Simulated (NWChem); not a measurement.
# ZrCNOF3 (SMILES O=C=[N][Zr]([F])([F])[F]) at 3 levels

Aim: a comparison of 3 runs (HF/def2-SVP, HF/def2-SVPD, PBE0/def2-SVP) of ZrCNOF3. 

The calculation is run with NWChem 7.3.0.

**1. The system as given**

The species is ZrCNOF3 (7 atoms), meant as a singlet with charge 0. As SMILES, `O=C=[N][Zr]([F])([F])[F]`. The shape is that of a PBE0-D4/def2-TZVP optimisation.

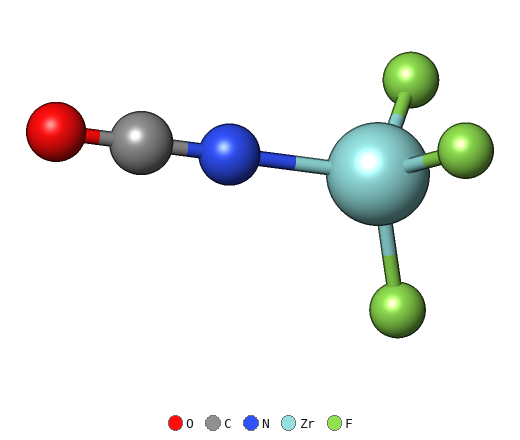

Viewed from a chosen angle; oxygen red, carbon grey, nitrogen blue, zirconium light teal, fluorine green.

**2. Energy and gradient at HF/def2-SVP (core potential) (run 1)**

The input, cf3nozr.nw:

```
echo
start cf3nozr
memory 2200 mb

geometry units angstroms noautosym nocenter noautoz
   O    -1.434900   -2.809300    0.920900
   C    -0.928000   -1.817000    0.595100
   N    -0.402200   -0.787600    0.257000
   Zr    0.482400    0.944500   -0.309500
   F     2.359800    0.713300   -0.365300
   F    -0.135900    1.444600   -2.026700
   F     0.058800    2.311500    0.928600
end

basis spherical bse
   * library def2-SVP
end

ecp bse
   Zr library def2-SVP
end

scf
   thresh 1e-08
   maxiter 80
   print medium
end

task scf gradient
```

Run with:

```console
nwchem cf3nozr.nw > cf3nozr.out
```

Output:

```text
[...]
  functions       =   115
[...]
  wavefunction    = RHF
[...]
         Total SCF energy =   -511.984114634907
      One-electron energy =  -1327.973360272166
      Two-electron energy =    512.780843268661
 Nuclear repulsion energy =    303.208402368599
        Time for solution =     33.9s
[...]
                         RHF ENERGY GRADIENTS
    atom               coordinates                        gradient
                 x          y          z           x          y          z
   1 O      -2.711568  -5.308807   1.740249   -0.020503  -0.040127   0.013169
   2 C      -1.753666  -3.433632   1.124576    0.011140   0.021791  -0.007129
   3 N      -0.760048  -1.488348   0.485660    0.013297   0.026039  -0.008565
   4 Zr      0.911604   1.784846  -0.584870   -0.001584  -0.003064   0.001027
   5 F       4.459375   1.347942  -0.690317   -0.004967   0.000491   0.000183
   6 F      -0.256814   2.729898  -3.829908    0.001561  -0.001422   0.004532
   7 F       0.111116   4.368102   1.754800    0.001055  -0.003707  -0.003217
[...]
```

Run time: 47 s. Hardware: 1 thread of Intel Xeon Platinum 8259CL at 2.50GHz (Skylake/Cascade Lake), shared host; peak memory 0.12 GiB.

**3. Energy and gradient at HF/def2-SVPD (core potential) (run 2)**

The input, nw.nw:

```
start nw
title "CF3NOZr"
memory 2200 mb
charge 0

geometry noautosym nocenter noautoz
  O    -1.434900   -2.809300    0.920900
  C    -0.928000   -1.817000    0.595100
  N    -0.402200   -0.787600    0.257000
  Zr    0.482400    0.944500   -0.309500
  F     2.359800    0.713300   -0.365300
  F    -0.135900    1.444600   -2.026700
  F     0.058800    2.311500    0.928600
end

basis "ao basis" spherical bse
  * library def2-SVPD
end

ecp bse
  Zr library def2-SVPD
end

scf
  thresh 1e-08
  maxiter 80
end

task scf gradient
```

Run with:

```console
nwchem nw.nw > nw.out
```

Output:

```text
[...]
  functions       =   166
[...]
  wavefunction    = RHF
[...]
         Total SCF energy =   -512.013517936313
      One-electron energy =  -1327.772168576948
      Two-electron energy =    512.550248272037
 Nuclear repulsion energy =    303.208402368599
        Time for solution =    129.3s
[...]
                         RHF ENERGY GRADIENTS
    atom               coordinates                        gradient
                 x          y          z           x          y          z
   1 O      -2.711568  -5.308807   1.740249   -0.018992  -0.037170   0.012199
   2 C      -1.753666  -3.433632   1.124576    0.008469   0.016561  -0.005417
   3 N      -0.760048  -1.488348   0.485660    0.015257   0.029877  -0.009814
   4 Zr      0.911604   1.784846  -0.584870   -0.000574  -0.001088   0.000374
   5 F       4.459375   1.347942  -0.690317   -0.009254   0.001100   0.000288
   6 F      -0.256814   2.729898  -3.829908    0.003025  -0.002498   0.008464
   7 F       0.111116   4.368102   1.754800    0.002070  -0.006782  -0.006093
[...]
```

It took 2.9 min on 1 thread of Intel Xeon Platinum 8259CL at 2.50GHz (Skylake/Cascade Lake), shared host; peak memory 0.12 GiB.

**4. Energy and gradient at PBE0/def2-SVP (core potential) (run 3)**

The input, cf3nozr.nw:

```
START cf3nozr
memory 2200 mb
GEOMETRY units atomic noautosym nocenter noautoz
O     -2.71156802    -5.30880760     1.74024879
C     -1.75366584    -3.43363237     1.12457602
N     -0.76004785    -1.48834830     0.48565961
Zr     0.91160388     1.78484632    -0.58487024
F      4.45937571     1.34794164    -0.69031695
F     -0.25681378     2.72989836    -3.82990794
F      0.11111590     4.36810194     1.75479968
END
BASIS "ao basis" spherical bse
* library def2-SVP
END
ECP bse
Zr library def2-SVP
END
DFT
xc pbe0
grid fine
convergence energy 1e-08
iterations 100
mulliken
END
TASK dft gradient
```

Run with:

```console
nwchem cf3nozr.nw > cf3nozr.out
```

Output:

```text
[...]
          Wavefunction type:  closed shell.
          No. of atoms     :     7
          No. of electrons :    60
[...]
          Charge           :     0
          Spin multiplicity:     1
[...]
          AO basis - number of functions:   115
[...]
              XC Information
              --------------
                         PBE0 Method XC Functional
                     Hartree-Fock (Exact) Exchange  0.250
          PerdewBurkeErnzerhof Exchange Functional  0.750
            Perdew 1991 LDA Correlation Functional  1.000 local
           PerdewBurkeErnz. Correlation Functional  1.000 non-local
[...]
 d= 0,ls=0.0,diis     1   -513.8098404055 -8.17D+02  2.63D-02  2.71D+00     3.9
[...]
 d= 0,ls=0.0,diis    11   -514.1493572477 -6.75D-10  3.33D-07  4.79D-09    35.0
         Total DFT energy =     -514.149357247724
      One electron energy =    -1328.916908265163
           Coulomb energy =      569.351362481876
    Exchange-Corr. energy =      -57.792191909529
 Nuclear repulsion energy =      303.208380445092
[...]
      Total Density - Mulliken Population Analysis
     ---------------------------------------------
    Atom       Charge   Shell Charges
 -----------   ------   -------------------------------------------------------
    1 O    8     8.13   1.99  1.12  0.60  2.82  1.58  0.02
    2 C    6     5.81   1.99  0.94  0.09  2.00  0.67  0.12
    3 N    7     7.42   1.99  1.00  0.49  2.42  1.50  0.02
    4 Zr  12    10.59  -0.49  1.66  0.87  0.18 -0.01  5.92  0.36  0.09  1.54  0.31  0.17
    5 F    9     9.35   1.99  1.13  0.82  3.32  2.09  0.00
    6 F    9     9.35   1.99  1.13  0.82  3.32  2.09  0.00
    7 F    9     9.35   1.99  1.13  0.82  3.32  2.09  0.00
[...]
  wavefunction    = closed shell
                         DFT ENERGY GRADIENTS
    atom               coordinates                        gradient
                 x          y          z           x          y          z
   1 O      -2.711568  -5.308808   1.740249    0.002729   0.005349  -0.001760
   2 C      -1.753666  -3.433632   1.124576    0.003190   0.006233  -0.002032
   3 N      -0.760048  -1.488348   0.485660   -0.005155  -0.010088   0.003298
   4 Zr      0.911604   1.784846  -0.584870   -0.000262  -0.000480   0.000178
   5 F       4.459376   1.347942  -0.690317   -0.001454   0.000291   0.000010
   6 F      -0.256814   2.729898  -3.829908    0.000553  -0.000297   0.001349
   7 F       0.111116   4.368102   1.754800    0.000399  -0.001010  -0.001044
[...]
```

Run time: 49 s. Hardware: 1 thread of Intel Xeon Platinum 8259CL at 2.50GHz (Skylake/Cascade Lake), shared host; peak memory 0.14 GiB.

**5. Overview of the runs**

| run | level | core potential | iteration cap | energy (Eh) | dipole moment (D) | HOMO energy (eV) | LUMO energy (eV) | wall time |
| --- | --- | --- | --- | --- | --- | --- | --- | --- |
| 1 | HF/def2-SVP (core potential) | def2-SVP | 80 | -511.984115 | 0.32 | -12.86 | 1.33 | 47 s |
| 2 | HF/def2-SVPD (core potential) | def2-SVPD | 80 | -512.013518 | 0.47 | -12.94 | 1.08 | 2.9 min |
| 3 | PBE0/def2-SVP (core potential) | def2-SVP | 100 | -514.149357 | 0.30 | -9.29 | -1.71 | 49 s |

**6. Summary of results**

| quantity | value |
| --- | --- |
| run 3: total energy | -514.14936 Eh |
| run 3: dipole moment | 0.30 D |
| run 3: HOMO energy | -9.29 eV |
| run 3: LUMO energy | -1.71 eV |
| run 3: HOMO–LUMO gap | 7.58 eV |
| run 3: largest force on an atom | 0.607 eV/Å |

What this shows: The dipole moment (its size) runs from 0.30 D (PBE0/def2-SVP) to 0.47 D (HF/def2-SVPD). The two ends differ in method and basis. The HOMO–LUMO gap runs from 7.58 eV (PBE0/def2-SVP) to 14.19 eV (HF/def2-SVP). Exact exchange widens orbital gaps. All runs together took 4.5 min, the longest 2.9 min.
